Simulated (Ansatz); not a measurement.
**Geometry relaxation of GaNH5SClO (part 1 of 2)**

- system: GaNH5SClO
- method: RKS PBE0/def2-SVP (Ansatz 0.2.0)

The input holds or restrains some coordinates. It belongs to a series of runs on one base structure; here: pulled along the bonds that form and break, towards end A. Figures and captions count atoms from 1; the log counts them from 0 in places.

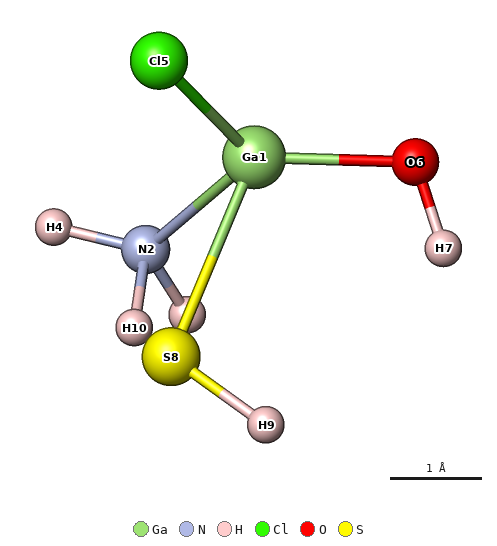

The structure as given in the input (ball-and-stick view, seen at a tilt; atoms are numbered from 1 in the order of the input). Sticks mark near contacts.

## Summary

```tsv
quantity	value
outcome	converged under the restraints of the input
total energy	−79321.9779 eV
mean-field energy	−79321.9779 eV
largest force (length of the vector) at the end, held atoms and coordinates included	1.104 eV/Å
hardware	4 threads of Intel Xeon (Sapphire Rapids), 32 GiB of memory available, shared host
wall time	26 s (CPU time 92 s)
peak memory	0.35 GiB
```

## The input
```yaml
crystal:
  periodic: [false, false, false]
  atoms:
    - { symbol: Ga, position_ang: [0.0, 0.0, 0.0] }
    - { symbol: "N", position_ang: [0.0, 0.0, 2.28] }
    - { symbol: H, position_ang: [-0.877, -0.2713, 2.81] }
    - { symbol: H, position_ang: [0.877, 0.2713, 2.81] }
    - { symbol: Cl, position_ang: [1.9398, 0.0, -1.12] }
    - { symbol: O, position_ang: [-1.5501, 0.0, -0.895] }
    - { symbol: H, position_ang: [-2.0598, -0.8467, -0.6865] }
    - { symbol: S, position_ang: [0.5405, -2.3782, 0.8104] }
    - { symbol: H, position_ang: [-0.3367, -3.2879, 0.2079] }
    - { symbol: H, position_ang: [0.2866, -1.2608, 2.0261] }
basis:
  gaussian: { orbitals: def2-SVP }
hamiltonian:
  xc: pbe0
relax:
  f_tol: 0.15
  max_steps: 25
  restrain:
    - { distance: [0, 7], at: 3.47, k: 30.0 }
    - { distance: [9, 1], at: 2.26, k: 30.0 }
    - { distance: [0, 1], at: 1.93, k: 30.0 }
    - { distance: [9, 7], at: 1.4, k: 30.0 }
output:
  orbitals: {}
```

Launched with:
```bash
ansatz run input.yaml --threads 4 --pin off --max-ram 5120MiB --backend cpu --events-out ev --progress --plain --runs-dir out
```

## The program's output
```
The last accepted step is kept in [file] (removed where the run ends without a failure and the disk answers)
Engine: ansatz 0.2.0, x86_64-unknown-linux-gnu
Functional definition: PBE0
  parameter a = 0.25
  parameter kappa = 0.804
  parameter beta = 0.06672455060314922
  exchange = (1 - a)*pbe_x(kappa = kappa, mu = beta*pi^2/3) + a*exact_x
  correlation = pbe_c(beta = beta)
1248 factors; integrals over basis functions are off by at most 4.0e-4 eV
mean field evaluation 1: about -79311.9132 eV, gradient 6.8e1 eV
mean field evaluation 2: about -79292.4501 eV, gradient 1.2e2 eV
mean field evaluation 4: about -79320.5635 eV, gradient 6.0e0 eV
mean field evaluation 8: about -79320.6562 eV, gradient 5.1e-1 eV
mean field evaluation 16: about -79320.6567 eV, gradient 3.1e-5 eV
mean field -79320.65674104 eV, -2914.9803697610 hartree, gradient 3.1e-5 eV, S^2 0.000000; 0 other end points of the search recorded, 0 dependent functions left out
the calculation of the forces begins
reference -79320.65677075 eV, -2914.9803708527 hartree; 42, 42 occupied and 79, 79 virtual orbitals, 1248 factors
relax step   1: F+E_penalty+E_count = -79320.65674104 eV  Δ(F+E_penalty+E_count) = +0.000e0 eV  max|allowed force component| = 2.599e0 eV/Å  E_restraint = 28.40710159 eV  max|allowed force component, restraints' pulls added| = 3.026e1 eV/Å  Δτ_max = 0.0000 Å  (29 SCF iters, accepted)
  distance Ga 0 - S 7 = 2.5700 Å
  distance H 9 - N 1 = 1.3177 Å
  distance Ga 0 - N 1 = 2.2800 Å
  distance H 9 - S 7 = 1.6706 Å
these checks for a lower state are left out or cut short: starts, cluster_reference, orbital_swaps, neighbouring_geometries, increment
1248 factors; integrals over basis functions are off by at most 3.0e-4 eV
mean field -79319.91431735 eV, -2914.9530861937 hartree, gradient 9.5e-6 eV, S^2 0.000000; 0 other end points of the search recorded, 0 dependent functions left out
[... from here on the field's lines of each further geometry are left out, up to the last ...]
relax step   2: F+E_penalty+E_count = -79319.91431735 eV  Δ(F+E_penalty+E_count) = +7.424e-1 eV  max|allowed force component| = 2.169e0 eV/Å  E_restraint = 12.26393424 eV  max|allowed force component, restraints' pulls added| = 2.170e1 eV/Å  Δτ_max = 0.1949 Å  (36 SCF iters, accepted)
relax step   3: F+E_penalty+E_count = -79319.98717104 eV  Δ(F+E_penalty+E_count) = -7.285e-2 eV  max|allowed force component| = 1.924e0 eV/Å  E_restraint = 3.43229287 eV  max|allowed force component, restraints' pulls added| = 1.109e1 eV/Å  Δτ_max = 0.1948 Å  (36 SCF iters, accepted)
relax step   4: F+E_penalty+E_count = -79320.86193527 eV  Δ(F+E_penalty+E_count) = -8.748e-1 eV  max|allowed force component| = 1.821e0 eV/Å  E_restraint = 0.16367017 eV  max|allowed force component, restraints' pulls added| = 2.985e0 eV/Å  Δτ_max = 0.1946 Å  (32 SCF iters, accepted)
relax step   5: F+E_penalty+E_count = -79321.57447491 eV  Δ(F+E_penalty+E_count) = -7.125e-1 eV  max|allowed force component| = 1.086e0 eV/Å  E_restraint = 0.02927277 eV  max|allowed force component, restraints' pulls added| = 1.018e0 eV/Å  Δτ_max = 0.1946 Å  (32 SCF iters, accepted)
relax step   6: F+E_penalty+E_count = -79321.72185015 eV  Δ(F+E_penalty+E_count) = -1.474e-1 eV  max|allowed force component| = 1.004e0 eV/Å  E_restraint = 0.03349318 eV  max|allowed force component, restraints' pulls added| = 8.994e-1 eV/Å  Δτ_max = 0.1940 Å  (30 SCF iters, accepted)
relax step   7: F+E_penalty+E_count = -79321.83291740 eV  Δ(F+E_penalty+E_count) = -1.111e-1 eV  max|allowed force component| = 1.199e0 eV/Å  E_restraint = 0.03467038 eV  max|allowed force component, restraints' pulls added| = 9.356e-1 eV/Å  Δτ_max = 0.1993 Å  (30 SCF iters, accepted)
relax step   8: F+E_penalty+E_count = -79321.76485788 eV  Δ(F+E_penalty+E_count) = +6.806e-2 eV  max|allowed force component| = 1.631e0 eV/Å  E_restraint = 0.03163739 eV  max|allowed force component, restraints' pulls added| = 2.592e0 eV/Å  Δτ_max = 0.1944 Å  (30 SCF iters, rejected (line search))
relax step   9: F+E_penalty+E_count = -79321.90006178 eV  Δ(F+E_penalty+E_count) = -6.714e-2 eV  max|allowed force component| = 1.202e0 eV/Å  E_restraint = 0.03209281 eV  max|allowed force component, restraints' pulls added| = 6.214e-1 eV/Å  Δτ_max = 0.0959 Å  (29 SCF iters, accepted)
relax step  10: F+E_penalty+E_count = -79321.93810650 eV  Δ(F+E_penalty+E_count) = -3.804e-2 eV  max|allowed force component| = 1.163e0 eV/Å  E_restraint = 0.02760619 eV  max|allowed force component, restraints' pulls added| = 4.392e-1 eV/Å  Δτ_max = 0.1000 Å  (30 SCF iters, accepted)
relax step  11: F+E_penalty+E_count = -79321.95769603 eV  Δ(F+E_penalty+E_count) = -1.959e-2 eV  max|allowed force component| = 1.080e0 eV/Å  E_restraint = 0.02136876 eV  max|allowed force component, restraints' pulls added| = 5.041e-1 eV/Å  Δτ_max = 0.1447 Å  (29 SCF iters, accepted)
relax step  12: F+E_penalty+E_count = -79321.96341428 eV  Δ(F+E_penalty+E_count) = -5.718e-3 eV  max|allowed force component| = 1.097e0 eV/Å  E_restraint = 0.02066852 eV  max|allowed force component, restraints' pulls added| = 2.741e-1 eV/Å  Δτ_max = 0.1547 Å  (29 SCF iters, accepted)
relax step  13: F+E_penalty+E_count = -79321.96288642 eV  Δ(F+E_penalty+E_count) = +5.279e-4 eV  max|allowed force component| = 1.222e0 eV/Å  E_restraint = 0.02441877 eV  max|allowed force component, restraints' pulls added| = 3.802e-1 eV/Å  Δτ_max = 0.0990 Å  (30 SCF iters, rejected (line search))
the calculation of the forces begins
reference -79321.97793199 eV, -2915.0289226330 hartree; 42, 42 occupied and 79, 79 virtual orbitals, 1248 factors
relax step  14: F+E_penalty+E_count = -79321.97790216 eV  Δ(F+E_penalty+E_count) = -1.449e-2 eV  max|allowed force component| = 1.071e0 eV/Å  E_restraint = 0.02327311 eV  max|allowed force component, restraints' pulls added| = 3.155e-2 eV/Å  Δτ_max = 0.0479 Å  (29 SCF iters, accepted)
  distance Ga 0 - S 7 = 3.4639 Å
  distance H 9 - N 1 = 2.2582 Å
  distance Ga 0 - N 1 = 1.8952 Å
  distance H 9 - S 7 = 1.3827 Å
1248 factors; integrals over basis functions are off by at most 6.5e-4 eV
mean field evaluation 128: about -79321.9779 eV, gradient 6.4e-5 eV
```

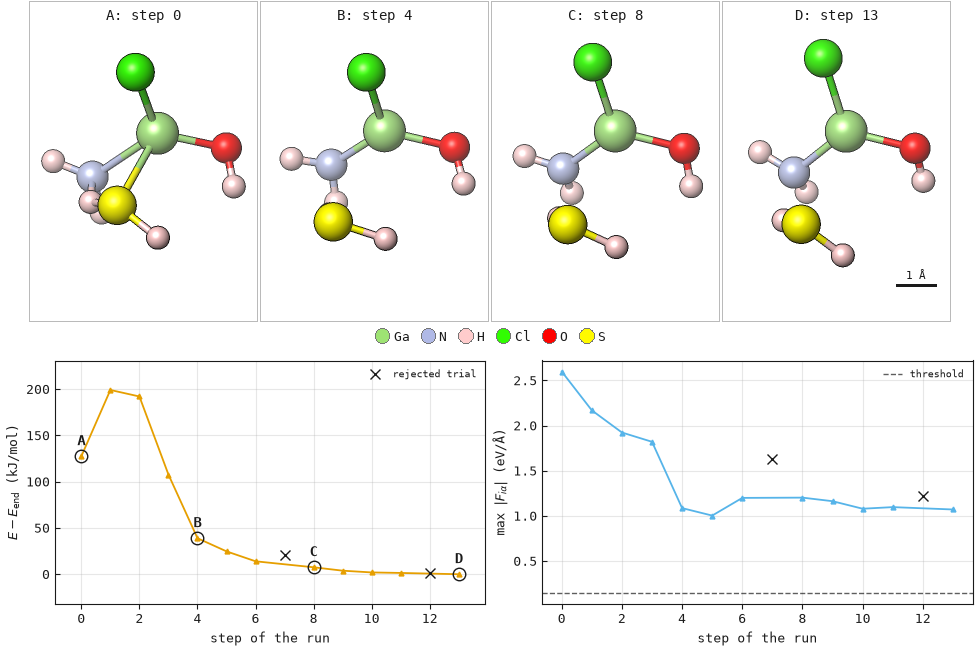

Frames of the restrained relaxation (ball-and-stick view, seen at a tilt) above the curves, on which the letters mark them (the first geometry is step 0 here and step 1 in the log).

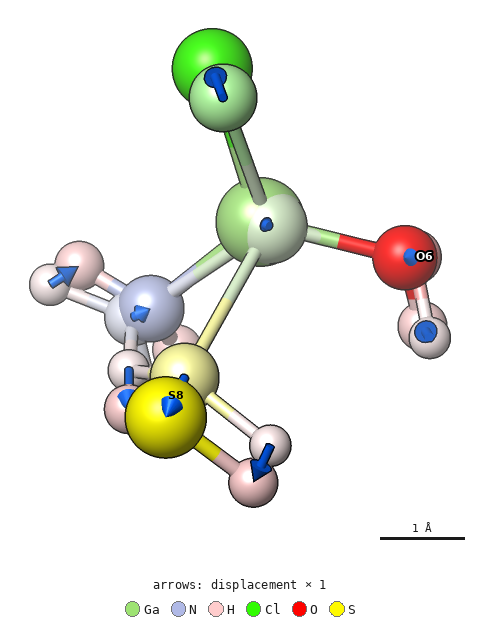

Start (faint) and end (solid) with the displacements as blue arrows, at true length (ball-and-stick view, seen at a tilt). The two geometries are laid on each other by the best rigid fit. Over 13 geometry steps the energy falls by 127.5 kJ/mol. The largest force component goes from 2.6 to 1.1 eV/Å. The line search rejected the trial steps at points 7, 12 (counted from 0) and went back. H10 moves most after the best rigid fit: 0.98 Å. By element the largest moves are H 0.98 Å, S 0.83 Å, Cl 0.82 Å, N 0.27 Å, O 0.23 Å, Ga 0.18 Å. Distances before and after: N2–H10 1.318 → 2.258 Å, Ga1–S8 2.570 → 3.464 Å, Ga1–N2 2.280 → 1.895 Å, S8–H10 1.671 → 1.383 Å. Bonds break: Ga1–S8 (2.57 → 3.46 Å). Among the angles that change: H9–S8–H10 130.7° → 92.2°, H3–N2–H4 120.0° → 108.9°, Ga1–N2–H4 120.0° → 114.0°. (Atoms are counted from 1 in the order of the input.)

```
mean field -79321.97790216 eV, -2915.0289215367 hartree, gradient 1.0e-5 eV, S^2 0.000000; 1 other end points of the search recorded, 0 dependent functions left out
the calculation of the forces begins
reference -79321.97793199 eV, -2915.0289226330 hartree; 42, 42 occupied and 79, 79 virtual orbitals, 1248 factors
Total energy: -79321.97793199 eV, -2915.0289226330 hartree
Atom 0 at     0.038029     0.126892     0.122983 Å, force    -0.029011    -0.266462     1.071125 eV/Å
Atom 1 at    -0.033309    -0.009355     2.011920 Å, force     0.055305     0.050226    -1.039592 eV/Å
Atom 2 at    -0.920804     0.235586     2.444591 Å, force    -0.002576    -0.000426     0.002468 eV/Å
Atom 3 at     0.714666     0.487099     2.491274 Å, force    -0.002762     0.003449    -0.003561 eV/Å
Atom 4 at     1.846329     0.760488    -0.814905 Å, force     0.006666    -0.003047     0.002374 eV/Å
Atom 5 at    -1.374914    -0.147290    -0.917150 Å, force     0.001932     0.010350     0.030791 eV/Å
Atom 6 at    -2.172950    -0.399254    -0.440933 Å, force     0.013695     0.002909    -0.018022 eV/Å
Atom 7 at     0.774649    -3.174516     0.869044 Å, force    -0.129923     0.509371     0.284113 eV/Å
Atom 8 at    -0.530828    -3.454622     0.673026 Å, force    -0.008484    -0.012993    -0.000457 eV/Å
Atom 9 at     0.479432    -2.198627     1.803049 Å, force     0.095157    -0.293377    -0.329238 eV/Å
Dipole moment:    -0.600306     0.103442     0.693905 e Å
```

## Trajectory as extended XYZ (Å, eV, eV/Å), 14 frames, from step=1 to step=14
```
10
Properties=species:S:1:pos:R:3:forces:R:3 step=1 energy=-79320.65674
Ga    0.0000    0.0000    0.0000    1.0904  -2.4596   0.8588
N     0.0000    0.0000    2.2800    1.1212  -2.5987  -0.9638
H    -0.8770   -0.2713    2.8100    1.4259   1.2520  -0.3416
H     0.8770    0.2713    2.8100   -1.8842   0.0830  -0.2497
Cl    1.9398    0.0000   -1.1200   -0.9192   0.9179   0.6355
O    -1.5501    0.0000   -0.8950   -0.9832  -1.1736   0.6329
H    -2.0598   -0.8467   -0.6865    1.0866   1.7496  -0.3590
S     0.5405   -2.3782    0.8104   -0.3132  -0.8275  -1.4441
H    -0.3367   -3.2879    0.2079    0.4117   0.8348   0.7689
H     0.2866   -1.2608    2.0261   -1.0359   2.2220   0.4620
10
Properties=species:S:1:pos:R:3:forces:R:3 step=2 energy=-79319.91432
Ga   -0.0276    0.1618    0.0387    1.1845  -2.1692   1.4665
N    -0.0276    0.1258    2.2210    0.5219  -1.6785  -0.3261
H    -0.8560   -0.2492    2.7959    1.5931   1.3064  -1.1139
H     0.8541    0.2774    2.8008   -1.7616   0.1470  -0.9124
Cl    1.9228    0.0153   -1.1081   -1.3054   0.8545   0.8605
O    -1.5583    0.0005   -0.8926   -0.2744  -0.6143   0.6057
H    -2.0487   -0.8361   -0.6855    0.7292   1.1410  -0.1553
S     0.5847   -2.5451    0.9008    0.8785   0.2439  -0.5759
H    -0.3421   -3.2900    0.2118   -0.3445   0.5644   0.9706
H     0.3189   -1.4341    1.9601   -1.2213   0.2047  -0.8198
10
Properties=species:S:1:pos:R:3:forces:R:3 step=3 energy=-79319.98717
Ga   -0.0458    0.2808    0.0913    0.8750  -1.9237   1.4979
N    -0.0595    0.2661    2.1713    0.1352  -1.1891   0.4743
H    -0.8309   -0.2294    2.7697    1.6172   1.4953  -1.8056
H     0.8300    0.2805    2.7791   -1.7009   0.2386  -1.5593
Cl    1.8992    0.0273   -1.0923   -1.4974   0.8405   1.0042
O    -1.5523   -0.0025   -0.8826    0.3513  -0.0173   0.5878
H    -2.0411   -0.8257   -0.6852    0.4635   0.6453   0.0492
S     0.6377   -2.6669    0.9504    1.3818  -0.0401  -0.0027
H    -0.3532   -3.2820    0.2296   -0.5199   0.8044   1.0232
H     0.3362   -1.6219    1.9115   -1.1057  -0.8538  -1.2691
```
